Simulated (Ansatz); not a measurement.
# AlSiH (triplet): one geometry, many settings at angle Si1–Al2–H3 = 137.7°

Aim: run AlSiH (triplet) at one geometry under a spread of methods and options, and see what each costs and gives.

The runs use Ansatz 0.2.0, Gaussian basis; the settings change from run to run.

14 further runs of the same task are left out: 1 for a mislabelled method, 11 that didn't finish, 2 set aside as unsound or not needed.

### Step 1. The system

The geometry derives from a PBE0/def2-TZVP stationary point (not a proven minimum). One angle is set to the value named; bond lengths are kept.

3 atoms, charge 0, spin multiplicity 3.

Atoms are counted from 1 here; the program's logs count them from 0.

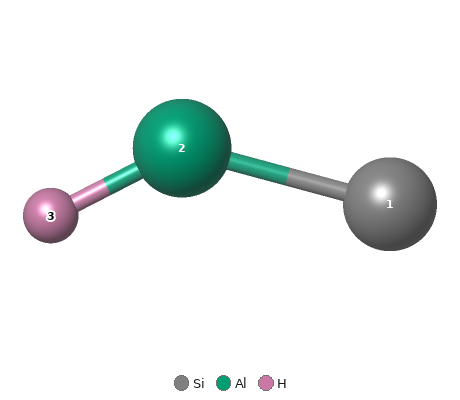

The structure; silicon grey, aluminium teal, hydrogen pink; atoms are numbered from 1 in the order of the file.

### Step 2. BCCD on UHF/6-31G

in.yaml reads:

```yaml
crystal:
  periodic: [false, false, false]
  atoms:
    - {symbol: Si, position_ang: [0.409880, 0.000000, 1.113081]}
    - {symbol: Al, position_ang: [-0.432060, 0.000000, -1.063201]}
    - {symbol: H, position_ang: [0.144828, 0.000000, -2.554366]}
basis:
  gaussian: {orbitals: 6-31G}
magnetization: {spin_polarized: true, initial_magnetization: 2}
correlation: {method: bccd, electrons: outside_noble_gas}
output: {forces: true}
```

Started as:

```bash
ansatz run in.yaml --threads 1 --pin off --events-out ev --progress --plain --max-ram 2393MiB
```

What it wrote (excerpt; [...] marks lines left out):

```text
Functional definition: HF
  name "HF"
  cite "Fock, Z. Phys. 61, 126 (1930) doi:10.1007/BF01340294"
  parent pbe
[...]
310 factors; integrals over basis functions are off by at most 1.5e-4 eV
[...]
mean field -14456.90293292 eV, -531.2813835439 hartree, gradient 2.3e-6 eV, S^2 2.169482; 7 other end points of the search recorded, 0 dependent functions left out
determinant -14456.90293292 eV, -531.2813835439 hartree, with singles and doubles -14459.20781338 eV, -531.3660863386 hartree
determinant -14455.53726431 eV, -531.2311961484 hartree, with singles and doubles -14457.43366891 eV, -531.3008877321 hartree
determinant -14454.92775829 eV, -531.2087972152 hartree, with singles and doubles -14456.93703941 eV, -531.2826369346 hartree
10 core orbitals not correlated: weight in the atoms' cores, before any rotation towards them, 1.000 or more for the frozen orbitals, at most 0.000 for the correlated occupied ones
reference -14456.90293292 eV, -531.2813835439 hartree; 5, 3 occupied and 13, 15 virtual orbitals, 310 factors
second order -1.53302083 eV of doubles, -0.00000000 eV of singles
cycle   1  -2.31579222 eV  change   -1.1e-2 eV  update   3.4e-2
[...]
cycle  22  -2.29472398 eV  change    1.3e-7 eV  update   3.0e-7
WARN: the results are in doubt because among natural orbitals full CI differs from the method by -0.107 eV
[...]
Total energy: -14459.19765690 eV, -531.3657130949 hartree
Atom 0 at     0.409880     0.000000     1.113081 Å, force     0.298599    -0.000000     1.105291 eV/Å
Atom 1 at    -0.432060     0.000000    -1.063201 Å, force    -0.331768     0.000000    -0.532884 eV/Å
Atom 2 at     0.144828     0.000000    -2.554366 Å, force     0.033169     0.000000    -0.572407 eV/Å
Dipole moment:    -0.174486    -0.000000    -0.289882 e Å
In doubt: among natural orbitals full CI differs from the method by -0.107 eV
```

Run time: 1.8 s. Hardware: 1 thread of Arm Neoverse V1, shared host.

From the report: ⟨S²⟩ of the determinant 2.169 (pure triplet: 2.00); correlation -2.2947 eV; largest double amplitude 0.09. The program marks this result as in doubt; its last lines say why.

### Step 3. CCSD(T) on ROHF/cc-pVDZ

in.yaml reads:

```yaml
crystal:
  periodic: [false, false, false]
  atoms:
    - {symbol: Si, position_ang: [0.409880, 0.000000, 1.113081]}
    - {symbol: Al, position_ang: [-0.432060, 0.000000, -1.063201]}
    - {symbol: H, position_ang: [0.144828, 0.000000, -2.554366]}
basis:
  gaussian: {orbitals: cc-pVDZ}
magnetization: {spin_polarized: false, initial_magnetization: 2}
correlation: {method: ccsd_t, electrons: outside_noble_gas, diis_vectors: 1}
output: {forces: true}
```

The command is unchanged.

What it wrote (excerpt; [...] marks lines left out):

```text
Functional definition: HF
  name "HF"
  cite "Fock, Z. Phys. 61, 126 (1930) doi:10.1007/BF01340294"
  parent pbe
[...]
409 factors; integrals over basis functions are off by at most 9.0e-4 eV
[...]
mean field -14458.45560147 eV, -531.3384430609 hartree, gradient 6.3e-6 eV, S^2 2.000000; 6 other end points of the search recorded, 0 dependent functions left out
[...]
determinant -14458.45560147 eV, -531.3384430609 hartree, with singles and doubles -14462.65209593 eV, -531.4926613879 hartree
determinant -14457.15385843 eV, -531.2906048866 hartree, with singles and doubles -14460.99736844 eV, -531.4318512742 hartree
determinant -14456.58696633 eV, -531.2697719860 hartree, with singles and doubles -14460.92929132 eV, -531.4293494861 hartree
determinant -14456.49842707 eV, -531.2665182281 hartree, with singles and doubles -14460.95666481 eV, -531.4303554434 hartree
determinant -14455.88840769 eV, -531.2441004295 hartree, with singles and doubles -14459.96569033 eV, -531.3939378028 hartree
10 core orbitals not correlated: weight in the atoms' cores, before any rotation towards them, 1.000 or more for the frozen orbitals, at most 0.000 for the correlated occupied ones
reference -14458.45560147 eV, -531.3384430609 hartree; 5, 3 occupied and 26, 28 virtual orbitals, 409 factors
second order -3.28741866 eV of doubles, -0.05489946 eV of singles
cycle   1  -4.19654560 eV  change   -5.1e-5 eV  update   2.1e-3
[...]
cycle  20  -4.19744690 eV  change    2.5e-7 eV  update   5.9e-7
perturbative correction -0.19068393 eV, -0.0070075054 hartree
[...]
Total energy: -14462.84373231 eV, -531.4997038948 hartree
Atom 0 at     0.409880     0.000000     1.113081 Å, force     0.067121    -0.000000     0.628299 eV/Å
Atom 1 at    -0.432060     0.000000    -1.063201 Å, force     0.116348    -0.000000    -0.438771 eV/Å
Atom 2 at     0.144828     0.000000    -2.554366 Å, force    -0.183468     0.000000    -0.189528 eV/Å
Dipole moment:    -0.193065     0.000000    -0.245056 e Å
```

Run time: 3 s. Hardware: 1 thread of Arm Neoverse V1, shared host.

From the report: correlation -4.3881 eV; T1 0.030; largest double amplitude 0.08.

### Step 4. MP2 on UHF/6-31G

in.yaml reads:

```yaml
crystal:
  periodic: [false, false, false]
  atoms:
    - {symbol: Si, position_ang: [0.409880, 0.000000, 1.113081]}
    - {symbol: Al, position_ang: [-0.432060, 0.000000, -1.063201]}
    - {symbol: H, position_ang: [0.144828, 0.000000, -2.554366]}
basis:
  gaussian: {orbitals: 6-31G}
magnetization: {spin_polarized: true, initial_magnetization: 2}
correlation: {method: mp2, electrons: outside_noble_gas}
```

Same command.

What it wrote:

```text
Functional definition: HF
  name "HF"
  cite "Fock, Z. Phys. 61, 126 (1930) doi:10.1007/BF01340294"
  parent pbe
  exchange = exact_x
  correlation = 0
310 factors; integrals over basis functions are off by at most 1.5e-4 eV
mean field evaluation 1: about -14456.3987 eV, gradient 5.1e0 eV
mean field evaluation 2: about -14456.4024 eV, gradient 5.1e0 eV
mean field evaluation 4: about -14456.8207 eV, gradient 7.8e-1 eV
mean field evaluation 8: about -14456.8531 eV, gradient 2.6e-1 eV
mean field evaluation 16: about -14456.9029 eV, gradient 2.3e-4 eV
mean field evaluation 32: about -14455.5507 eV, gradient 7.7e0 eV
mean field -14456.90293292 eV, -531.2813835439 hartree, gradient 2.3e-6 eV, S^2 2.169482; 4 other end points of the search recorded, 0 dependent functions left out
10 core orbitals not correlated: weight in the atoms' cores, before any rotation towards them, 1.000 or more for the frozen orbitals, at most 0.000 for the correlated occupied ones
reference -14456.90293292 eV, -531.2813835439 hartree; 5, 3 occupied and 13, 15 virtual orbitals, 310 factors
second order -1.53302083 eV of doubles, -0.00000000 eV of singles
Total energy: -14458.43595374 eV, -531.3377210202 hartree
```

Wall time 0.3 s (1 thread of Arm Neoverse V1, shared host).

From the report: ⟨S²⟩ of the determinant 2.169 (pure triplet: 2.00).

### Step 5. CCSDT(Q)/B on UHF/6-31G

in.yaml: that of step 4 with these lines changed.

```diff
@@ -7,4 +7,5 @@
 basis:
-  gaussian: {orbitals: 6-31G}
+  gaussian: {orbitals: 6-31G, fitting: {mean_field: def2-universal-jkfit}}
 magnetization: {spin_polarized: true, initial_magnetization: 2}
-correlation: {method: mp2, electrons: outside_noble_gas}
+correlation: {method: ccsdt_q_b, electrons: outside_noble_gas, diis_vectors: 12}
+output: {forces: true}
```

Launched as before.

What it wrote (excerpt; [...] marks lines left out):

```text
Functional definition: HF
  name "HF"
  cite "Fock, Z. Phys. 61, 126 (1930) doi:10.1007/BF01340294"
  parent pbe
[...]
274 factors; integrals over basis functions are off by at most 9.8e-2 eV
[...]
mean field -14456.90298494 eV, -531.2813854556 hartree, gradient 2.4e-6 eV, S^2 2.169462; 7 other end points of the search recorded, 0 dependent functions left out
determinant -14456.90298494 eV, -531.2813854556 hartree, with singles and doubles -14459.20823866 eV, -531.3661019675 hartree
determinant -14455.53734805 eV, -531.2311992258 hartree, with singles and doubles -14457.43414857 eV, -531.3009053591 hartree
determinant -14454.92780305 eV, -531.2087988600 hartree, with singles and doubles -14456.93751608 eV, -531.2826544518 hartree
10 core orbitals not correlated: weight in the atoms' cores, before any rotation towards them, 1.000 or more for the frozen orbitals, at most 0.000 for the correlated occupied ones
reference -14456.90298494 eV, -531.2813854556 hartree; 5, 3 occupied and 13, 15 virtual orbitals, 274 factors
second order -1.53209296 eV of doubles, -0.00000000 eV of singles
cycle   1  -1.91480988 eV  change   -3.8e-1 eV  update   9.1e-2
[...]
cycle  24  -2.43910699 eV  change    9.3e-8 eV  update   3.5e-7
perturbative correction -0.00769175 eV, -0.0002826666 hartree
[...]
Total energy: -14459.34978368 eV, -531.3713036508 hartree
Atom 0 at     0.409880     0.000000     1.113081 Å, force     0.336870     0.000000     1.151288 eV/Å
Atom 1 at    -0.432060     0.000000    -1.063201 Å, force    -0.407999    -0.000000    -0.558008 eV/Å
Atom 2 at     0.144828     0.000000    -2.554366 Å, force     0.071129     0.000000    -0.593280 eV/Å
Dipole moment:    -0.166611     0.000000    -0.257113 e Å
```

It took 12 s on 1 thread of Arm Neoverse V1, shared host.

From the report: ⟨S²⟩ of the determinant 2.169 (pure triplet: 2.00); correlation -2.4468 eV; T1 0.081; largest double amplitude 0.13.

### Step 6. CCSDT(Q)/B on UHF/6-31G*

in.yaml reads:

```yaml
crystal:
  periodic: [false, false, false]
  atoms:
    - {symbol: Si, position_ang: [0.409880, 0.000000, 1.113081]}
    - {symbol: Al, position_ang: [-0.432060, 0.000000, -1.063201]}
    - {symbol: H, position_ang: [0.144828, 0.000000, -2.554366]}
basis:
  gaussian: {orbitals: "6-31G*"}
magnetization: {spin_polarized: true, initial_magnetization: 2}
correlation: {method: ccsdt_q_b, electrons: outside_noble_gas, diis_vectors: 4}
```

The command is unchanged.

What it wrote (excerpt; [...] marks lines left out):

```text
Functional definition: HF
  name "HF"
  cite "Fock, Z. Phys. 61, 126 (1930) doi:10.1007/BF01340294"
  parent pbe
[...]
649 factors; integrals over basis functions are off by at most 1.7e-7 eV
[...]
mean field -14457.72803377 eV, -531.3117054409 hartree, gradient 2.8e-6 eV, S^2 2.266546; 15 other end points of the search recorded, 0 dependent functions left out
determinant -14457.72803377 eV, -531.3117054409 hartree, with singles and doubles -14461.23422245 eV, -531.4405554986 hartree
determinant -14457.56042141 eV, -531.3055458005 hartree, with singles and doubles -14461.20822979 eV, -531.4396002859 hartree
determinant -14457.54447749 eV, -531.3049598720 hartree, with singles and doubles -14461.24863687 eV, -531.4410852187 hartree
determinant -14456.57859567 eV, -531.2694643700 hartree, with singles and doubles -14459.57345146 eV, -531.3795232904 hartree
[...]
determinant -14457.72803377 eV, -531.3117054409 hartree, with singles and doubles -14461.24709405 eV, -531.4410285211 hartree
determinant -14457.56042141 eV, -531.3055458005 hartree, with singles and doubles -14461.23418593 eV, -531.4405541564 hartree
determinant -14457.54447749 eV, -531.3049598720 hartree, with singles and doubles -14461.25789948 eV, -531.4414256131 hartree
[...]
10 core orbitals not correlated: weight in the atoms' cores, before any rotation towards them, 1.000 or more for the frozen orbitals, at most 0.000 for the correlated occupied ones
reference -14457.54447748 eV, -531.3049598718 hartree; 5, 3 occupied and 25, 27 virtual orbitals, 649 factors
second order -2.82624430 eV of doubles, -0.00000000 eV of singles
cycle   1  -3.34996125 eV  change   -5.2e-1 eV  update   9.9e-2
[...]
cycle  32  -3.94319043 eV  change   -5.7e-8 eV  update   7.7e-7
perturbative correction -0.01234676 eV, -0.0004537350 hartree
Total energy: -14461.50001467 eV, -531.4503231824 hartree
```

Run time: 15 s. Hardware: 1 thread of Arm Neoverse V1, shared host.

From the report: ⟨S²⟩ of the determinant 2.124 (pure triplet: 2.00); correlation -3.9555 eV; T1 0.069; largest double amplitude 0.13.

### Step 7. All runs side by side

Where basis and cores are those of an earlier FCI/6-31G run (-14459.3501 eV), and the state is the same kind, the miss against it is given. † marks a result that the program doubts.

```
                   level         correlated  functions  energy (eV)  from FCI (meV)   time
     BCCD on UHF/6-31G †  outside noble gas         28  -14459.1977           152.4  1.8 s
 CCSD(T) on ROHF/cc-pVDZ  outside noble gas         41  -14462.8437                    3 s
        MP2 on UHF/6-31G  outside noble gas         28  -14458.4360           914.1  0.3 s
 CCSDT(Q)/B on UHF/6-31G  outside noble gas         28  -14459.3498             0.3   12 s
CCSDT(Q)/B on UHF/6-31G*  outside noble gas         40  -14461.5000                   15 s
```

### Step 8. Summary of results

| quantity | value |
| --- | --- |
| runs | 5 |
| quickest | MP2 on UHF/6-31G, 0.3 s |
| slowest | CCSDT(Q)/B on UHF/6-31G*, 15 s |

In words: Total energies in different bases, with other cores or another treatment of relativity can't be set against each other. CCSDT(Q)/B on UHF/6-31G* took 50 times as long as MP2 on UHF/6-31G; the jobs differ in more than the method. Among the correlated runs with a miss given, it spans +0 to +914 meV.
